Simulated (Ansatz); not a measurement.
**WS2 monolayer (2H): modes against uniaxial strain along a, the zigzag direction, with the width clamped**

Wanted: the shifts of the zone-centre modes of WS2 monolayer (2H) with strain.

Program: Ansatz 0.2.0. Level of theory: DFT PBEsol, scalar-relativistic, plane waves, PAW; PAW set soft_1. Results are calculated unless marked as measured.

**1. The starting structure**

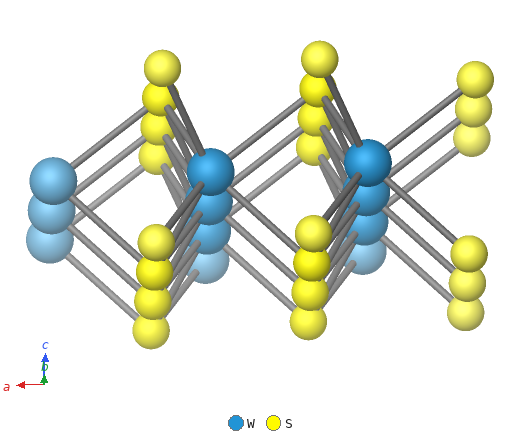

The cell as given, from a free direction (tungsten blue, sulfur yellow). 2×3×1 cells are drawn. Some periodic images of atoms are drawn too.

The cell holds 3 atoms: 1 W and 2 S. Cell: a = 3.170 Å, b = 3.170 Å, c = 30.000 Å, α = 90.0°, β = 90.0°, γ = 120.0°. Vacuum lies along c. The height across the vacuum is the one that the program set for its solve, not the one typed.

**2. Relaxation**

The cell and atoms are relaxed, since residual forces and stress would shift the frequencies. The program lengthens the typed cell of 20.0 Å along the normal to 30.0 Å, as its cut-off of the electrostatics needs, and moves no atom.

input.yaml reads:

```yaml
crystal:
  lattice:
    - [3.17, 0.0, 0.0]
    - [-1.585, 2.7453, 0.0]
    - [0.0, 0.0, 20.0]
  atoms:
    - { symbol: W, position: [0.333333, 0.666667, 0.5] }
    - { symbol: S, position: [0.666667, 0.333333, 0.5775] }
    - { symbol: S, position: [0.666667, 0.333333, 0.4225] }
  periodic: [true, true, false]
kpoints:
  mp_grid: { grid: [12, 12, 1] }
hamiltonian:
  xc: pbesol
  pseudopotentials: { kind: paw, azcp: { folder: soft_1 }, xc_functional: pbe }
scf:
  occupations: { method: gaussian, width: 0.02 }
output:
  forces: true
  stress: true
  eigenvalues: true
relax:
  adjacent_minimum: "off"
  f_tol: 0.005
  max_steps: 80
  cell: { stress_2d_tol: 0.02 }
```

On the command line:

```console
$ ansatz run input.yaml --threads 4 --pin off --max-ram 16384MiB --backend cpu --events-out ev --progress --plain --runs-dir out
```

Numbers of over 12 decimals in the logs are rounded to 6 here.

Output:

```text
Warning: crystal.periodic: the lattice vector that does not repeat stood 0.000° off the slab's normal, 20.000 Å along it as the deck builds it. The run solves the slab on a vector along the normal, 30.000 Å long, with every atom where it was (on the deck's vector they left 16.90 Å outside them, and the widest stretch free of ions among them is 1.55 Å). A fractional position that the run reports is one of the run's ce [...]
Warning: the atoms were moved onto the symmetric positions of the space group found under crystal.symmetry.tolerance 1.0e-5 (fractional; no operation is sought that the atoms, as they stand in a round, miss by more than twice it, and no atom is moved by as much as it), and the run uses the moved positions. Before a round's move an operation carried an atom to 4.23e-6 Å from where it should land, the largest such dist [...]
crystal.periodic: the lattice vector that does not repeat stood 0.000° off the slab's normal, 20.000 Å along it as the deck builds it. The run solves the slab on a vector along the normal, 30.000 Å long, with every atom where it was (on the deck's vector they left 16.90 Å outside them, and the widest stretch free of ions among them is 1.55 Å). A fractional position that the run reports is one of the run's cell, which [...]
Engine: ansatz 0.2.0, aarch64-unknown-linux-gnu
Pseudopotentials: kind: paw
Pseudopotential: W, paw, valence charge 14, recommended cutoff 420 eV (normal), soft_1/W.paw.azcp
Pseudopotential: S, paw, valence charge 6, recommended cutoff 420 eV (normal), soft_1/S.paw.azcp
Functional definition: PBEsol
  exchange = pbesol_x
  correlation = pbesol_c
Crystal: 3 atoms, lattice volume = 261.078 Å³
Basis set: ecut = 420 eV, 5057 PW (Γ), exchange–correlation on 48×48×432 points (8 copies of the dense FFT grid, shifted against one another)
Bands: 17, of which v1, the nominal top of the filled ones, is band 13 counted from 1 (12 counted from 0)
Symmetry: 12 space group operations
Space group: P-6m2 (ITA 187), of the structure as read, at distance tolerance 6.4e-5 Å
k-points: 19 of 144 (time reversal used)
Non-local potential: W, projectors of the file, l = 0: 3, l = 1: 2, l = 2: 2, l = 3: 1
Non-local potential: S, projectors of the file, l = 0: 2, l = 1: 2, l = 2: 1
PAW form: soft (Blöchl's): semilocal exchange-correlation on the pseudo side does not see the compensation charge
PAW frozen core: W, regenerated for the run's functional, and the local potential with it (the file was generated under x = pbe(κ = 0.804, μ = 0.219515), c = pbe(β = 0.066725))
PAW frozen core: S, regenerated for the run's functional, and the local potential with it (the file was generated under x = pbe(κ = 0.804, μ = 0.219515), c = pbe(β = 0.066725))
PAW one-centre angular grid: W, 590 points (default); XC on 64 Gauss nodes
PAW one-centre angular grid: S, 110 points (default); XC on 64 Gauss nodes
Initial density: superposition of atomic densities (neutral atoms: chi_scale 0, normalization atom)
Initial wavefunctions: pseudopotential atomic-orbital guess
Functional: x = pbesol(κ = 0.804, μ = 0.123457), c = pbesol(β = 0.046)
SCF iter   1: F=—  HF=-12030.494243 eV  |F-HF|=—  |Δ(HF+E_count)|=         —  Δρ=2.06e-2  dr2=1.27e0  ethr=3.10e-3  ⟨swp⟩=19.1  Hψ=3919  notcnv=0
preconditioner: auto → none  [insulator: Δε(μ)=1.611 eV  Ē_g=9.109 eV  σ=0.020 eV  W_gap=1.00  n_scr=16 (ndim 8)  ℏωp=9.8 eV  f_vac=0.761  D(μ)=0.00/eV (n_scr^D=0)  ε∞_Penn≈2.1]
SCF iter   2: F=—  HF=-12030.089995 eV  |F-HF|=—  |Δ(HF+E_count)|=   4.04e-1  Δρ=8.16e-3  dr2=9.95e-2  ethr=3.10e-3  ⟨swp⟩=4.7  Hψ=1008  notcnv=0
SCF iter   3: F=—  HF=-12030.071982 eV  |F-HF|=—  |Δ(HF+E_count)|=   1.80e-2  Δρ=4.15e-3  dr2=5.23e-2  ethr=3.83e-4  ⟨swp⟩=3.4  Hψ=784  notcnv=0
SCF iter   4: F=—  HF=-12030.085055 eV  |F-HF|=—  |Δ(HF+E_count)|=   1.31e-2  Δρ=3.65e-3  dr2=1.35e-1  ethr=2.01e-4  ⟨swp⟩=4.8  Hψ=871  notcnv=0  recentre
SCF iter   5: F=—  HF=-12030.063014 eV  |F-HF|=—  |Δ(HF+E_count)|=   2.20e-2  Δρ=9.83e-4  dr2=2.47e-3  ethr=2.01e-4  ⟨swp⟩=4.5  Hψ=812  notcnv=0
SCF iter   6: F=—  HF=-12030.062888 eV  |F-HF|=—  |Δ(HF+E_count)|=   1.26e-4  Δρ=1.90e-4  dr2=2.12e-4  ethr=9.49e-6  ⟨swp⟩=3.5  Hψ=734  notcnv=0
SCF iter   7: F=—  HF=-12030.062859 eV  |F-HF|=—  |Δ(HF+E_count)|=   2.88e-5  Δρ=5.66e-5  dr2=1.39e-5  ethr=8.16e-7  ⟨swp⟩=2.9  Hψ=623  notcnv=0
SCF iter   8: F=—  HF=-12030.062859 eV  |F-HF|=—  |Δ(HF+E_count)|=   7.18e-8  Δρ=6.84e-6  dr2=1.06e-7  ethr=3.85e-10  ⟨swp⟩=12.5  Hψ=2970  notcnv=0
SCF iter   9: F=-12030.062859 eV  HF=-12030.062859 eV  |F-HF|=1.57e-8  |Δ(HF+E_count)|=   2.03e-8  Δρ=2.27e-6  dr2=2.03e-8  ethr=3.85e-10  ⟨swp⟩=5.9  Hψ=1309  notcnv=0
SCF 1 converged in 9 iterations: F = -12030.062859 eV  dr2 = 2.03e-8
  greatest PAW one-centre occupation: 0.999 electrons in one spin orbital (limit 2), on the W atom at site 0 (counted from 0), in its partial waves of l = 0
relax step   1: F+E_penalty+E_count = -12030.06285940 eV  Δ(F+E_penalty+E_count) = +0.000e0 eV  max|allowed force component| = 1.663e-1 eV/Å  Δτ_max = 0.0000 Å  P = -1.036 N/m  Ω = 261.078 Å³  fix = [c, alpha, beta]  reactions: c -0.000 N/m  (9 SCF iters, dr2 threshold 1.00e-7 eV, accepted)
Crystal: 3 atoms, lattice volume = 254.493 Å³
Basis set: ecut = 420 eV, 4925 PW (Γ), exchange–correlation on 48×48×432 points (8 copies of the dense FFT grid, shifted against one another)
Initial density: handed on by an earlier stage of this run
Initial wavefunctions: those handed on with the density
iter 1 solved again at ethr=1.94e-5 eV; its pass at ethr=3.10e-3 eV (dr2=5.03e-3 eV) is discarded
SCF iter   1: F=—  HF=-12030.066986 eV  |F-HF|=—  |Δ(HF+E_count)|=         —  Δρ=1.23e-3  dr2=5.34e-3  ethr=1.94e-5  ⟨swp⟩=4.4  Hψ=3888  notcnv=0
preconditioner: auto → none  [insulator: Δε(μ)=1.969 eV  Ē_g=8.855 eV  σ=0.020 eV  W_gap=1.00  n_scr=16 (ndim 8)  ℏωp=9.9 eV  f_vac=0.764  D(μ)=0.00/eV (n_scr^D=0)  ε∞_Penn≈2.2]
SCF iter   2: F=—  HF=-12030.066424 eV  |F-HF|=—  |Δ(HF+E_count)|=   5.62e-4  Δρ=9.06e-4  dr2=6.14e-3  ethr=1.94e-5  ⟨swp⟩=3.6  Hψ=732  notcnv=0
SCF iter   3: F=—  HF=-12030.065824 eV  |F-HF|=—  |Δ(HF+E_count)|=   6.00e-4  Δρ=5.51e-4  dr2=2.20e-3  ethr=1.94e-5  ⟨swp⟩=3.8  Hψ=745  notcnv=0
SCF iter   4: F=—  HF=-12030.065505 eV  |F-HF|=—  |Δ(HF+E_count)|=   3.19e-4  Δρ=2.79e-4  dr2=4.61e-4  ethr=8.47e-6  ⟨swp⟩=1.5  Hψ=363  notcnv=0
SCF iter   5: F=—  HF=-12030.065473 eV  |F-HF|=—  |Δ(HF+E_count)|=   3.24e-5  Δρ=6.57e-5  dr2=8.50e-6  ethr=1.77e-6  ⟨swp⟩=2.9  Hψ=544  notcnv=0
SCF iter   6: F=—  HF=-12030.065467 eV  |F-HF|=—  |Δ(HF+E_count)|=   5.80e-6  Δρ=1.94e-5  dr2=1.05e-6  ethr=3.27e-8  ⟨swp⟩=3.6  Hψ=758  notcnv=0
SCF iter   7: F=-12030.065467 eV  HF=-12030.065467 eV  |F-HF|=1.02e-7  |Δ(HF+E_count)|=   5.96e-8  Δρ=6.80e-6  dr2=1.39e-7  ethr=1.15e-9  ⟨swp⟩=11.5  Hψ=2119  notcnv=0
SCF 2 converged in 7 iterations: F = -12030.065467 eV  dr2 = 1.39e-7
relax step   2: F+E_penalty+E_count = -12030.06546658 eV  Δ(F+E_penalty+E_count) = -2.607e-3 eV  max|allowed force component| = 2.153e-1 eV/Å  Δτ_max = 0.0334 Å  P = +0.504 N/m  Ω = 254.493 Å³  energy of the carried Pulay correction = +4.425e-4 eV  fix = [c, alpha, beta]  reactions: c +0.000 N/m  (7 SCF iters, dr2 threshold 3.00e-7 eV, accepted)
Crystal: 3 atoms, lattice volume = 257.223 Å³
Basis set: ecut = 420 eV, 4961 PW (Γ), exchange–correlation on 48×48×432 points (8 copies of the dense FFT grid, shifted against one another)
iter 1 solved again at ethr=4.12e-6 eV; its pass at ethr=3.10e-3 eV (dr2=1.07e-3 eV) is discarded
SCF iter   1: F=—  HF=-12030.070514 eV  |F-HF|=—  |Δ(HF+E_count)|=         —  Δρ=5.88e-4  dr2=9.47e-4  ethr=4.12e-6  ⟨swp⟩=4.5  Hψ=3743  notcnv=0
preconditioner: auto → none  [insulator: Δε(μ)=1.930 eV  Ē_g=8.848 eV  σ=0.020 eV  W_gap=1.00  n_scr=16 (ndim 8)  ℏωp=9.8 eV  f_vac=0.766  D(μ)=0.00/eV (n_scr^D=0)  ε∞_Penn≈2.2]
SCF iter   2: F=—  HF=-12030.070285 eV  |F-HF|=—  |Δ(HF+E_count)|=   2.29e-4  Δρ=2.97e-4  dr2=4.03e-4  ethr=3.64e-6  ⟨swp⟩=3.0  Hψ=545  notcnv=0
SCF iter   3: F=—  HF=-12030.070323 eV  |F-HF|=—  |Δ(HF+E_count)|=   3.80e-5  Δρ=2.69e-4  dr2=6.62e-4  ethr=1.55e-6  ⟨swp⟩=3.5  Hψ=657  notcnv=0
SCF iter   4: F=—  HF=-12030.070218 eV  |F-HF|=—  |Δ(HF+E_count)|=   1.05e-4  Δρ=9.07e-5  dr2=1.10e-5  ethr=1.55e-6  ⟨swp⟩=2.4  Hψ=476  notcnv=0
SCF iter   5: F=—  HF=-12030.070217 eV  |F-HF|=—  |Δ(HF+E_count)|=   6.46e-7  Δρ=2.01e-5  dr2=8.62e-7  ethr=4.23e-8  ⟨swp⟩=4.1  Hψ=848  notcnv=0
SCF iter   6: F=-12030.070217 eV  HF=-12030.070217 eV  |F-HF|=5.99e-8  |Δ(HF+E_count)|=   7.91e-8  Δρ=3.70e-6  dr2=7.13e-8  ethr=1.15e-9  ⟨swp⟩=11.7  Hψ=2176  notcnv=0
SCF 3 converged in 6 iterations: F = -12030.070217 eV  dr2 = 7.13e-8
relax step   3: F+E_penalty+E_count = -12030.07021688 eV  Δ(F+E_penalty+E_count) = -4.750e-3 eV  max|allowed force component| = 9.969e-3 eV/Å  Δτ_max = 0.0163 Å  P = -0.058 N/m  Ω = 257.223 Å³  energy of the carried Pulay correction = +2.577e-4 eV  fix = [c, alpha, beta]  reactions: c -0.000 N/m  (6 SCF iters, dr2 threshold 3.00e-7 eV, accepted)
[...]
relax step   4: F+E_penalty+E_count = -12030.07023149 eV  Δ(F+E_penalty+E_count) = -1.462e-5 eV  max|allowed force component| = 1.149e-3 eV/Å  Δτ_max = 0.0002 Å  P = -0.007 N/m  Ω = 257.135 Å³  energy of the carried Pulay correction = +2.636e-4 eV  fix = [c, alpha, beta]  reactions: c -0.000 N/m  (5 SCF iters, dr2 threshold 6.21e-9 eV, accepted)
Initial wavefunctions: pseudopotential atomic-orbital guess (no wavefunctions were taken with the density)
iter 1 solved again at ethr=4.18e-7 eV; its pass at ethr=3.10e-3 eV (dr2=1.09e-4 eV) is discarded
SCF iter   1: F=—  HF=-12030.069992 eV  |F-HF|=—  |Δ(HF+E_count)|=         —  Δρ=1.16e-5  dr2=5.29e-8  ethr=4.18e-7  ⟨swp⟩=6.6  Hψ=5452  notcnv=0
eigensolver tolerance schedule: the retry pair's looser diagonalisation over-reported the residual by 2055.40 of it (diagonalisation noise at 0.38 of the residual, at the tolerance the schedule requests for it); recorded, not acted on — ethr = c·dr2/N_el stays at c = 1.0e-1
preconditioner: auto → none  [insulator: Δε(μ)=1.937 eV  Ē_g=8.854 eV  σ=0.020 eV  W_gap=1.00  n_scr=16 (ndim 8)  ℏωp=9.8 eV  f_vac=0.766  D(μ)=0.00/eV (n_scr^D=0)  ε∞_Penn≈2.2]
SCF iter   2: F=—  HF=-12030.069988 eV  |F-HF|=—  |Δ(HF+E_count)|=   3.54e-6  Δρ=5.85e-6  dr2=3.62e-8  ethr=2.03e-10  ⟨swp⟩=5.9  Hψ=1191  notcnv=0
SCF iter   3: F=—  HF=-12030.069988 eV  |F-HF|=—  |Δ(HF+E_count)|=   2.07e-8  Δρ=3.96e-6  dr2=8.95e-8  ethr=1.39e-10  ⟨swp⟩=3.9  Hψ=731  notcnv=0  recentre
SCF iter   4: F=—  HF=-12030.069988 eV  |F-HF|=—  |Δ(HF+E_count)|=   1.06e-8  Δρ=1.18e-6  dr2=1.48e-9  ethr=1.39e-10  ⟨swp⟩=3.3  Hψ=565  notcnv=0
SCF iter   5: F=—  HF=-12030.069988 eV  |F-HF|=—  |Δ(HF+E_count)|=  5.91e-10  Δρ=2.69e-7  dr2=1.28e-10  ethr=5.68e-12  ⟨swp⟩=3.6  Hψ=757  notcnv=0
SCF iter   6: F=—  HF=-12030.069988 eV  |F-HF|=—  |Δ(HF+E_count)|=  2.91e-11  Δρ=8.46e-8  dr2=3.38e-11  ethr=1.00e-12  ⟨swp⟩=3.3  Hψ=637  notcnv=0
SCF iter   7: F=—  HF=-12030.069988 eV  |F-HF|=—  |Δ(HF+E_count)|=  1.27e-11  Δρ=4.04e-8  dr2=1.03e-11  ethr=1.00e-12  ⟨swp⟩=1.3  Hψ=355  notcnv=0
SCF iter   8: F=-12030.069988 eV  HF=-12030.069988 eV  |F-HF|=1.46e-11  |Δ(HF+E_count)|=  1.64e-11  Δρ=1.17e-8  dr2=3.13e-13  ethr=1.00e-12  ⟨swp⟩=10.6  Hψ=2472  notcnv=0
SCF 5 converged in 8 iterations: F = -12030.069988 eV  dr2 = 3.13e-13
relax step   5: F+E_penalty+E_count = -12030.06998811 eV  Δ(F+E_penalty+E_count) = +2.434e-4 eV  max|allowed force component| = 1.041e-3 eV/Å  Δτ_max = 0.0000 Å  P = -0.010 N/m  Ω = 257.135 Å³  fix = [c, alpha, beta]  reactions: c -0.000 N/m  stress off target by 9.80e-3 N/m on what of the cell is left free  SCF on the basis re-selected at this cell (its energy is not comparable with the rows above)  (8 SCF iters)
basis re-selected at this cell: Δ(F+E_penalty+E_count) = +2.434e-4 eV, ΔP = -0.002 N/m vs the last step (what re-selecting the basis moved, of the pressure what is left beyond the Pulay correction that the steps carried, after the strain that the cell walked since its last selection, with what the two solves' SCF thresholds leave and, on support functions, any second-order correction that the steps lacked; it is no m [...]
SCF converged after 8 iterations
Free energy (F): -12030.069988 eV
Harris-Foulkes:  -12030.069988 eV  (|F-HF|=1.46e-11)
Internal energy: -12030.069988 eV  (E = F + TS)
E sigma→0 (E₀):  -12030.069988 eV
Fermi energy:    -4.770376 eV
--- Per-component energies (eV) ---
  E_band       = -623.223935
  E_kinetic    = 634.938616
  E_local      = -44839.154740  (includes V_loc(G=0)·N_el)
  E_nonlocal   = 46.825631
  E_hartree    = 22057.526493
  E_xc         = -442.731149
  E_vxc        = -397.333862  (∫ρ·V_xc dr)
  E_paw        = -9635.711887  (= ΣΔE_a)
  E_vpaw       = -183.552673  (= ΣTr[D̂ρ^β])
  E_aug_tail   = 0.000155  (compensation charges beyond the density's cutoff)
  E_ewald      = 20147.891137
  E_core_change = 0.345757  (= ΣΔE_core)
  E_smearing   = -0.000000  (= −TS)
  E_closure    = 0.000000  (closes the sum)
  Σ components = -12030.069988   (vs F -12030.069988, Δ=0.00e0)
--- Forces (eV/Å), atoms counted from 1 ---
  atom   1  W      0.00000000     0.00000000    -0.00000000
  atom   2  S      0.00000000     0.00000000    -0.00104145
  atom   3  S      0.00000000     0.00000000     0.00104145
  max |Σ_I F_I| component: 2.78e-17 eV/Å
--- 2D stress c σ (N/m, compression-positive) ---
       -0.009799       0.000000      -0.000000
       -0.000000      -0.009799       0.000000
       -0.000000       0.000000      -0.000000
  P = ½ c Tr σ = -0.0098 N/m
--- Band table (eV; the first three rows and the last of 19) ---
  k-point 0: bands = [... 9 lower, -7.9205, -7.3088, -7.3088, -5.8637, -2.7486, -2.7486, -2.5713, -2.5713]
  k-point 1: bands = [... 9 lower, -8.3142, -7.4982, -7.1241, -5.9127, -2.8842, -2.8596, -2.6820, -2.5247]
  k-point 2: bands = [... 9 lower, -8.1451, -7.9377, -7.1266, -6.1593, -3.3431, -2.9197, -2.8546, -2.0146]
  k-point 18: bands = [... 9 lower, -9.6374, -9.0469, -8.1387, -5.7387, -3.8021, -2.4333, -1.5719, 0.0297]
--- Relaxed structure (4 steps of the walk, 4 accepted, 1 SCFs on fresh bases) ---
  F+E_penalty+E_count = -12030.06998811 eV   max|allowed force component| = 1.041e-3 eV/Å   (the final SCF, on the basis selected at the relaxed cell)
  cell:  # Å, volume = 257.1353 Å³
    - [3.145973, 0.0, 0]
    - [-1.572986, 2.724492, 0]
    - [0, 0, 30.0]
  atoms:
    - { symbol: W, position: [0.333333, 0.666667, 0.333333] }
    - { symbol: S, position: [0.666667, 0.333333, 0.385562] }
    - { symbol: S, position: [0.666667, 0.333333, 0.281104] }
```

The job ended after 14 s (4 threads of Arm Neoverse V2, shared host; peak memory 0.53 GiB).

Relaxation path:

| step | energy less that of the first step (eV) | largest force component (eV/Å) | volume (Å³) |
| --- | --- | --- | --- |
| 1 | 0.0000 | 0.1663 | 261.08 |
| 2 | -0.0026 | 0.2153 | 254.49 |
| 3 | -0.0074 | 0.0100 | 257.22 |
| 4 | -0.0074 | 0.0011 | 257.14 |
| 5* | -0.0071 | 0.0010 | 257.14 |

Relaxation steps marked * repeat the geometry before them on a plane-wave basis chosen anew for their cell, so energy and pressure can jump there.

Forces are held to the 12 operations that the run works with; a distortion that breaks them can't arise in this run.

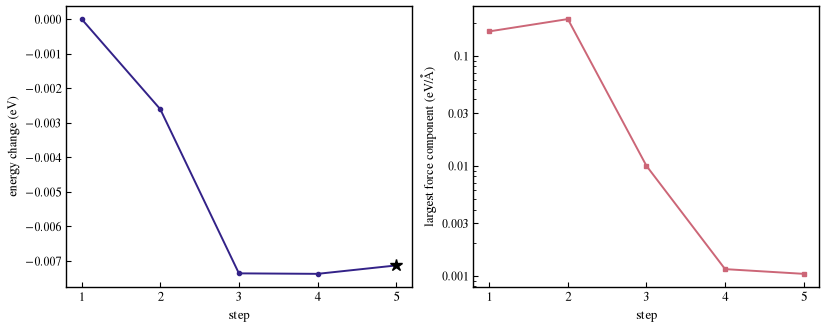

Energy and largest force along the relaxation. Stars mark steps on a basis chosen anew.

| cell as run | before | after | change |
| --- | --- | --- | --- |
| a (Å) | 3.170 | 3.146 | -0.8 % |
| b (Å) | 3.170 | 3.146 | -0.8 % |

The atoms that moved most (Å, along periodic axes as changes of fractional coordinates times the final cell, across vacuum about the mean position):

| atom | dx | dy | dz | length |
| --- | --- | --- | --- | --- |
| S2 | 0.000 | 0.000 | 0.017 | 0.017 |
| S3 | 0.000 | 0.000 | -0.017 | 0.017 |

The relaxed structure:

```xyz
3
Lattice="3.1460 0.0000 0.0000 -1.5730 2.7245 0.0000 0.0000 0.0000 30.0000" Properties=species:S:1:pos:R:3
W     0.0000    1.8163   10.0000
S     1.5730    0.9082   11.5669
S     1.5730    0.9082    8.4331
```

This step gave:

```
gap on the k-mesh : 1.937 eV
area per atom     : 2.857 Å²
```

The relaxation ends with a largest force component of 0.0010 eV/Å.

**3. Tight relaxation**

Phonons need small forces and stress, so the relaxation is finished with tight tolerances on 12×12×1 k points.

input.yaml reads:

```yaml
crystal:
  lattice:
    - [3.145972506, 0.0, 0.0]
    - [-1.572986253, 2.7244921098, 0.0]
    - [0.0, 0.0, 30.0]
  atoms:
    - { symbol: W, position: [0.3333333333, 0.6666666667, 0.3333333333] }
    - { symbol: S, position: [0.6666666667, 0.3333333333, 0.3855624159] }
    - { symbol: S, position: [0.6666666667, 0.3333333333, 0.2811042508] }
  periodic: [true, true, false]
kpoints:
  mp_grid: { grid: [12, 12, 1] }
hamiltonian:
  xc: pbesol
  pseudopotentials: { kind: paw, azcp: { folder: soft_1 }, xc_functional: pbe }
scf:
  occupations: { method: fixed }
output:
  forces: true
  stress: true
  eigenvalues: true
  write_density: true
  write_potential: true
  elf: true
  volumetric_format: npy
relax:
  adjacent_minimum: "off"
  f_tol: 0.001
  max_steps: 60
  cell: { stress_2d_tol: 0.002 }
```

Output:

```text
[...]
Crystal: 3 atoms, lattice volume = 257.135 Å³
Basis set: ecut = 420 eV, 4961 PW (Γ), exchange–correlation on 48×48×432 points (8 copies of the dense FFT grid, shifted against one another)
Bands: 17, of which v1, the nominal top of the filled ones, is band 13 counted from 1 (12 counted from 0)
Symmetry: 12 space group operations
[...]
--- Relaxed structure (3 steps of the walk, 3 accepted, 1 SCFs on fresh bases) ---
[...]
cell:  # Å, volume = 257.1148 Å³
    - [3.145847, 0.0, 0]
    - [-1.572923, 2.724383, 0]
    - [0, 0, 30.0]
  atoms:
    - { symbol: W, position: [0.333333, 0.666667, 0.333333] }
    - { symbol: S, position: [0.666667, 0.333333, 0.385562] }
    - { symbol: S, position: [0.666667, 0.333333, 0.281105] }
[key lines of the parts left out:]
SCF converged after 11 iterations
Free energy (F): -12030.069990 eV
Fermi energy:    -5.738568 eV
P = ½ c Tr σ = 0.0000 N/m
```

Wall time 12 s (4 threads); peak memory 0.53 GiB.

Little changed from the start: no atom moved by 0.005 Å and no cell edge by 0.1 %.

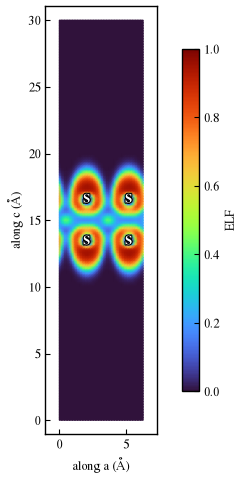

ELF in the ac plane at fractional y = 0.333, with atoms of S within 0.2 Å of it. It is the smooth field of the valence electrons, not physical close to the nuclei.

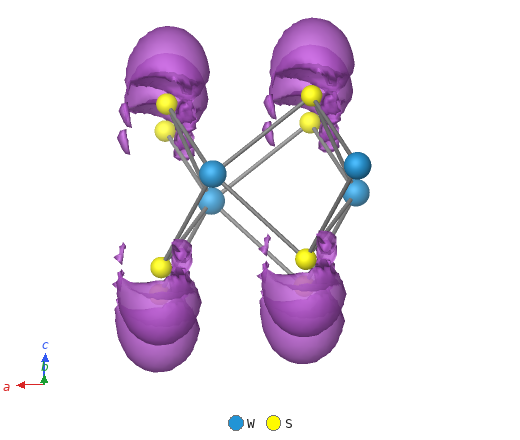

Surface of ELF = 0.85. 2×2×1 cells are drawn.

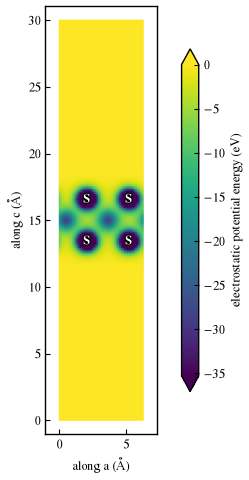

Electrostatic potential energy in the ac plane at fractional y = 0.333, with atoms of S within 0.2 Å of it. With pseudopotentials it is smooth inside the atoms' cores, unlike the true potential.

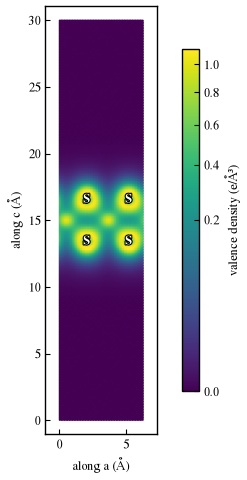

Valence density in the ac plane at fractional y = 0.333, with atoms of S within 0.2 Å of it. It is the smooth field of the valence electrons, not physical close to the nuclei. The colour scale is stretched toward low values.

The largest force component left is 0.060 meV/Å, within the tolerances set.

(Continued in part 2 of 2.)

[Logs are printed without paths, hosts, clocks, repeated set-up lines and the standing remarks that a program may print on its own settings, such as how far it seeks lower states.]

[Hosts, paths, dates, database ids (printed as entryN), source tags and the programs' standing remarks are cut or masked in the printed files.]
